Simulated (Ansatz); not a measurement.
## SnSiNH6Br: geometry relaxation (part 2 of 2)

The same run, continued: SnSiNH6Br, SMILES N[SiH](Br)[SnH3]; RKS r2SCAN-D4/def2-SVP (Ansatz 0.2.0). It belongs to a series of runs on one base structure; here: end point B relaxed.

Geometry of the input (Å):
```
N  -1.2681  1.3130  0.3615
Si 0.3183  0.8088  -0.1157
Br 1.8051  1.6854  1.2949
Sn 0.4995  -1.6868  -0.0137
H  -1.1774  1.8264  1.3158
H  -1.8355  0.4627  0.6548
H  0.6461  1.2598  -1.4802
H  -0.7199  -2.3558  -1.1153
H  0.0816  -2.2055  1.6654
H  2.0304  -2.2304  -0.4455
```

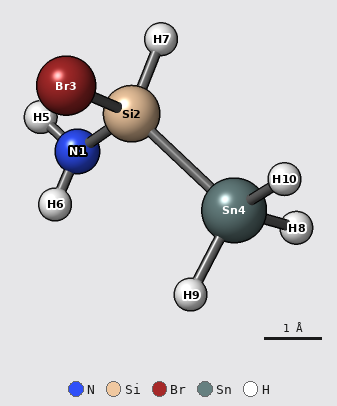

**Figure 1.** The geometry at step 12 of the log (ball-and-stick view, seen at a tilt; atoms are numbered from 1 in the order of the input).

## Trajectory as extended XYZ, continued
```
10
Properties=species:S:1:pos:R:3:forces:R:3 step=6 energy=-85332.98583
N    -1.3060    1.2205    0.4523    0.0552   0.0853   0.1198
Si    0.2900    0.7823   -0.0484   -0.0585  -0.0942   0.0976
Br    1.9443    1.4211    1.3755    0.0299   0.0564   0.0358
Sn    0.4819   -1.7771   -0.0641   -0.0320   0.0216  -0.0479
H    -1.5151    2.2063    0.6287    0.0042  -0.1883  -0.1052
H    -1.7352    0.6472    1.1782    0.0283   0.1051  -0.0490
H     0.6144    1.4819   -1.3182   -0.0315   0.0411  -0.0390
H    -0.6257   -2.5442   -1.1231   -0.0106  -0.0082  -0.0149
H     0.1620   -2.3182    1.5308   -0.0069  -0.0105   0.0079
H     2.0696   -2.2422   -0.4898    0.0220  -0.0084  -0.0051
10
Properties=species:S:1:pos:R:3:forces:R:3 step=7 energy=-85332.98382 accepted=F
N    -1.2794    1.2006    0.4902   -0.1577  -0.0333   0.1712
Si    0.3110    0.7376    0.0235   -0.0312   0.4419  -0.3820
Br    1.9538    1.4756    1.4138    0.0100  -0.1097   0.0091
Sn    0.4681   -1.8044   -0.1094    0.1312  -0.0624   0.2163
H    -1.5544    2.1811    0.4342    0.0558  -0.1032  -0.0036
H    -1.6943    0.7681    1.3132   -0.0178   0.0470  -0.0413
H     0.5689    1.4623   -1.2616    0.0361  -0.1016   0.0925
H    -0.6333   -2.5750   -1.1717    0.0218   0.0751  -0.0011
H     0.1629   -2.3366    1.4934   -0.0299  -0.0985  -0.0171
H     2.0768   -2.2318   -0.5036   -0.0182  -0.0553  -0.0440
10
Properties=species:S:1:pos:R:3:forces:R:3 step=8 energy=-85333.00094
N    -1.2961    1.2098    0.4719    0.0150   0.0381   0.0405
Si    0.2975    0.7728   -0.0237   -0.0252  -0.0731   0.0505
Br    1.9492    1.4456    1.3914    0.0116   0.0138  -0.0030
Sn    0.4849   -1.7900   -0.0693   -0.0010   0.0493  -0.0054
H    -1.5359    2.1989    0.5312   -0.0209  -0.0603  -0.0405
H    -1.7212    0.7052    1.2471    0.0274   0.0401  -0.0216
H     0.5888    1.4774   -1.3019   -0.0088   0.0088  -0.0037
H    -0.6242   -2.5339   -1.1446    0.0023   0.0080  -0.0032
H     0.1626   -2.3568    1.5172   -0.0085  -0.0110  -0.0071
H     2.0745   -2.2513   -0.4972    0.0082  -0.0136  -0.0065
10
Properties=species:S:1:pos:R:3:forces:R:3 step=9 energy=-85333.00637
N    -1.2954    1.2019    0.4903   -0.0097   0.0513   0.0239
Si    0.2970    0.7608    0.0006    0.0264   0.0677  -0.0222
Br    1.9564    1.4536    1.3949    0.0145   0.0116   0.0199
Sn    0.4984   -1.7882   -0.0716   -0.0213  -0.0665   0.0185
H    -1.5762    2.1808    0.4414    0.0203  -0.0831  -0.0050
H    -1.6961    0.7647    1.3168   -0.0052   0.0154  -0.0169
H     0.5742    1.4593   -1.2845   -0.0249   0.0050  -0.0109
H    -0.6149   -2.5021   -1.1626   -0.0015   0.0034  -0.0118
H     0.1551   -2.3825    1.5002    0.0026  -0.0174   0.0002
H     2.0816   -2.2707   -0.5035   -0.0012   0.0125   0.0044
10
Properties=species:S:1:pos:R:3:forces:R:3 step=10 energy=-85333.00729
N    -1.2847    1.1902    0.5066   -0.0033   0.0589  -0.0242
Si    0.3049    0.7655   -0.0035   -0.0122  -0.0432   0.0527
Br    1.9748    1.4688    1.3733    0.0112   0.0151  -0.0014
Sn    0.4904   -1.7908   -0.0626    0.0237  -0.0046  -0.0313
H    -1.5793    2.1603    0.4223   -0.0319   0.0122   0.0117
H    -1.6804    0.7747    1.3458    0.0224  -0.0105  -0.0099
H     0.5490    1.4684   -1.2938   -0.0105  -0.0164   0.0018
H    -0.5966   -2.4870   -1.1912   -0.0045  -0.0019  -0.0015
H     0.1187   -2.4096    1.4926   -0.0083   0.0076   0.0021
H     2.0832   -2.2629   -0.4675    0.0135  -0.0172  -0.0001
10
Properties=species:S:1:pos:R:3:forces:R:3 step=11 energy=-85333.00854
N    -1.2838    1.1980    0.5141    0.0025  -0.0148   0.0051
Si    0.3025    0.7639    0.0014   -0.0002   0.0074  -0.0027
Br    1.9806    1.4884    1.3573    0.0028  -0.0003  -0.0012
Sn    0.4961   -1.7929   -0.0668   -0.0068  -0.0041   0.0104
H    -1.5846    2.1670    0.4392    0.0016   0.0013  -0.0034
H    -1.6728    0.7727    1.3512   -0.0081   0.0008   0.0097
H     0.5367    1.4485   -1.2991    0.0079   0.0098  -0.0142
H    -0.5808   -2.4806   -1.2108    0.0022   0.0007  -0.0016
H     0.0943   -2.4096    1.4825   -0.0021  -0.0045  -0.0026
H     2.0919   -2.2779   -0.4469    0.0002   0.0037   0.0006
10
Properties=species:S:1:pos:R:3:forces:R:3 step=12 energy=-85333.00871
N    -1.2817    1.1960    0.5198   -0.0083   0.0045   0.0056
Si    0.3033    0.7645    0.0010   -0.0018   0.0002   0.0020
Br    1.9856    1.4936    1.3494    0.0006  -0.0020  -0.0033
Sn    0.4960   -1.7932   -0.0661   -0.0053  -0.0019   0.0051
H    -1.5876    2.1631    0.4356    0.0054  -0.0153   0.0036
H    -1.6673    0.7764    1.3617    0.0022   0.0054  -0.0054
H     0.5310    1.4485   -1.3016    0.0034   0.0036  -0.0063
H    -0.5734   -2.4784   -1.2189    0.0044   0.0034  -0.0019
H     0.0799   -2.4150    1.4777    0.0021   0.0007  -0.0025
H     2.0944   -2.2780   -0.4365   -0.0028   0.0015   0.0032
10
Properties=species:S:1:pos:R:3:forces:R:3 step=13 energy=-85333.00877
N    -1.2791    1.1932    0.5306   -0.0032   0.0036  -0.0057
Si    0.3025    0.7646   -0.0015    0.0016  -0.0084   0.0067
Br    1.9952    1.5019    1.3297   -0.0033  -0.0035  -0.0045
Sn    0.4937   -1.7946   -0.0652    0.0112   0.0114  -0.0045
H    -1.5909    2.1573    0.4386    0.0005  -0.0033   0.0065
H    -1.6579    0.7789    1.3782    0.0098   0.0021  -0.0090
H     0.5181    1.4465   -1.3084   -0.0051  -0.0045   0.0063
H    -0.5548   -2.4696   -1.2439    0.0045  -0.0017   0.0165
H     0.0559   -2.4176    1.4725   -0.0088   0.0005  -0.0132
H     2.0975   -2.2831   -0.4086   -0.0071   0.0039   0.0009
10
Properties=species:S:1:pos:R:3:forces:R:3 step=14 energy=-85333.00891
N    -1.2776    1.1928    0.5342    0.0108  -0.0103  -0.0110
Si    0.3029    0.7666   -0.0034   -0.0020  -0.0119   0.0036
Br    2.0007    1.5065    1.3200   -0.0072  -0.0037  -0.0058
Sn    0.4945   -1.7929   -0.0654    0.0010   0.0007  -0.0037
H    -1.5913    2.1562    0.4461   -0.0038   0.0159   0.0017
H    -1.6533    0.7756    1.3816    0.0057  -0.0036   0.0015
H     0.5129    1.4464   -1.3123   -0.0047  -0.0037   0.0102
H    -0.5470   -2.4722   -1.2479    0.0081   0.0059   0.0060
H     0.0376   -2.4193    1.4654    0.0024   0.0072  -0.0061
H     2.1008   -2.2822   -0.3963   -0.0104   0.0036   0.0037
10
Properties=species:S:1:pos:R:3:forces:R:3 step=15 energy=-85333.00897
N    -1.2774    1.1927    0.5347    0.0112  -0.0156  -0.0106
Si    0.3023    0.7657   -0.0046   -0.0030  -0.0037   0.0005
Br    2.0012    1.5055    1.3172   -0.0043  -0.0030  -0.0038
Sn    0.4943   -1.7930   -0.0660   -0.0011   0.0043  -0.0009
H    -1.5900    2.1568    0.4507   -0.0032   0.0185  -0.0008
H    -1.6519    0.7734    1.3813    0.0021  -0.0046   0.0060
H     0.5113    1.4454   -1.3135   -0.0033  -0.0018   0.0074
H    -0.5444   -2.4729   -1.2500    0.0068   0.0030   0.0033
H     0.0330   -2.4159    1.4647    0.0037   0.0028  -0.0049
H     2.1019   -2.2801   -0.3924   -0.0088   0.0001   0.0037
10
Properties=species:S:1:pos:R:3:forces:R:3 step=16 energy=-85333.00904
N    -1.2765    1.1926    0.5383    0.0111  -0.0216  -0.0095
Si    0.3007    0.7657   -0.0082   -0.0036   0.0119  -0.0017
Br    2.0045    1.5061    1.3064   -0.0009  -0.0015  -0.0015
Sn    0.4933   -1.7916   -0.0673    0.0012  -0.0068   0.0024
H    -1.5886    2.1574    0.4614   -0.0013   0.0195  -0.0045
H    -1.6466    0.7695    1.3849   -0.0026  -0.0056   0.0113
H     0.5042    1.4452   -1.3179   -0.0012  -0.0007   0.0043
H    -0.5327   -2.4745   -1.2598    0.0003   0.0016   0.0001
H     0.0187   -2.4114    1.4604   -0.0004   0.0010  -0.0016
H     2.1031   -2.2813   -0.3762   -0.0027   0.0022   0.0009
10
Properties=species:S:1:pos:R:3:forces:R:3 step=17 energy=-85333.00907
N    -1.2751    1.1906    0.5426    0.0076  -0.0152  -0.0071
Si    0.3004    0.7657   -0.0105   -0.0039   0.0119  -0.0014
Br    2.0092    1.5081    1.2964   -0.0010   0.0001  -0.0013
Sn    0.4930   -1.7913   -0.0676    0.0013  -0.0053   0.0013
H    -1.5892    2.1550    0.4661    0.0002   0.0137  -0.0034
H    -1.6407    0.7676    1.3913   -0.0005  -0.0038   0.0069
H     0.4972    1.4450   -1.3215   -0.0013  -0.0015   0.0061
H    -0.5236   -2.4724   -1.2694    0.0019  -0.0003   0.0019
H     0.0033   -2.4090    1.4564    0.0010   0.0000  -0.0038
H     2.1054   -2.2816   -0.3617   -0.0052   0.0003   0.0009
10
Properties=species:S:1:pos:R:3:forces:R:3 step=18 energy=-85333.00908
N    -1.2745    1.1895    0.5440    0.0029  -0.0082  -0.0035
Si    0.3006    0.7661   -0.0113   -0.0034   0.0101  -0.0008
Br    2.0109    1.5099    1.2928   -0.0011  -0.0002  -0.0008
Sn    0.4926   -1.7910   -0.0677    0.0024  -0.0056   0.0001
H    -1.5895    2.1537    0.4673    0.0016   0.0069  -0.0019
H    -1.6380    0.7669    1.3940    0.0008  -0.0017   0.0028
H     0.4948    1.4459   -1.3224   -0.0012  -0.0026   0.0047
H    -0.5200   -2.4723   -1.2727    0.0007   0.0005   0.0016
H    -0.0023   -2.4085    1.4546    0.0005   0.0005  -0.0029
H     2.1055   -2.2826   -0.3565   -0.0030   0.0002   0.0007
```

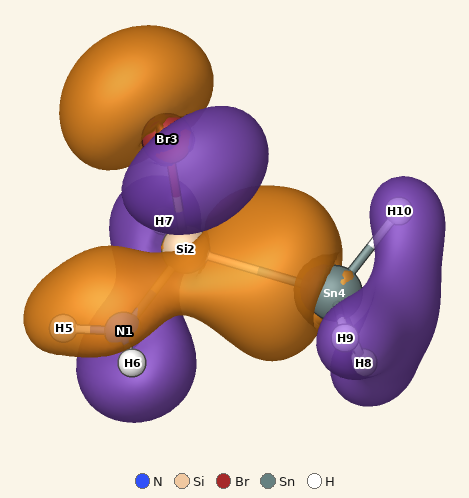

**Figure 2.** One frontier orbital at ±0.06 Å⁻³ᐟ² (orange and purple are the two phases), seen face on. The HOMO, at −6.58 eV. Its weight (Hirshfeld) is mainly on Br3 (35 %), N1 (20 %), Sn4 (15 %) and Si2 (15 %).

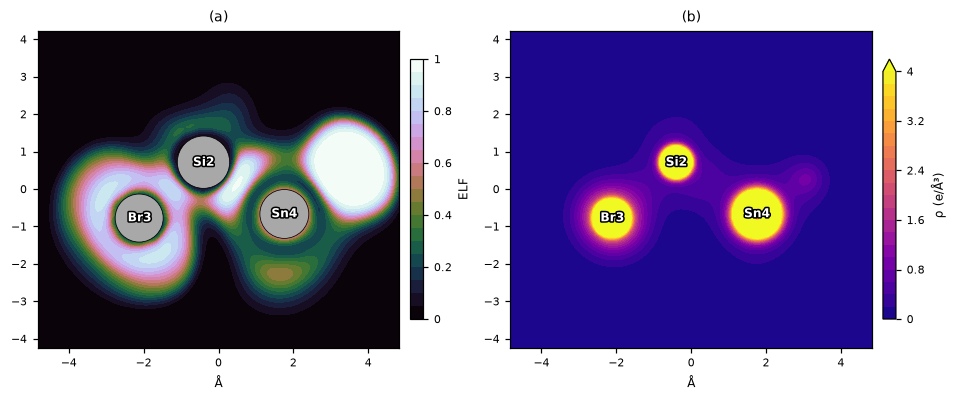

**Figure 3.** (a) electron localisation function; (b) electron density on the plane of atoms Br3, Si2 and Sn4. Grey discs, where drawn, cover atomic cores. The section cuts through Si, Br and Sn sites. Si–Br (2.28 Å): ρ at the midpoint is about 0.69 e/Å³, with its minimum of 0.52 e/Å³ about 0.8 Å from Si; the ELF peaks at about 0.85 between the atoms (a polar covalent bond). Si–Sn (2.56 Å): ρ at the midpoint is about 0.51 e/Å³; the ELF peaks at about 0.95 between the atoms, which marks a covalent bond.

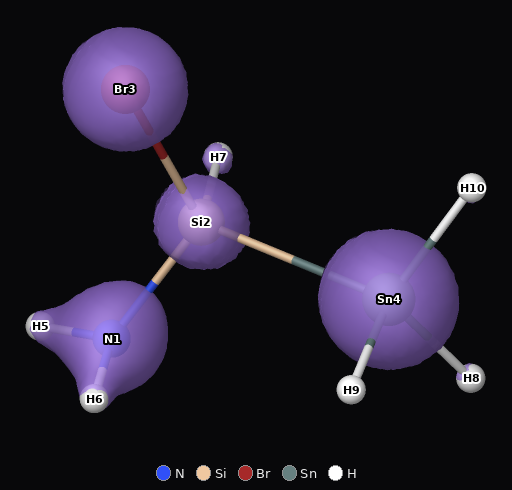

**Figure 4.** Isosurface of the total electron density at 1.5 e/Å³ (purple), seen at a tilt. At this value the surface falls into eight separate pieces. It is pinched off along the Si–N (1.72 Å), Si–Br (2.28 Å) and Si–Sn (2.56 Å) contacts. On the grid the lowest density along these lines, outside the cores, is 0.89 e/Å³ (Si–N, 1.72 Å), 0.52 e/Å³ (Si–Br, 2.28 Å), 0.51 e/Å³ (Si–Sn, 2.56 Å) and 2.2 e/Å³ (N–H, 1.02 Å).

## Summary

```tsv
quantity	value
outcome	converged
total energy	−85333.0091 eV
mean-field energy	−85332.9462 eV
largest force (length of the vector) at the end	0.011 eV/Å
wall time	44 s (CPU time 85 s)
peak memory	0.23 GiB
```
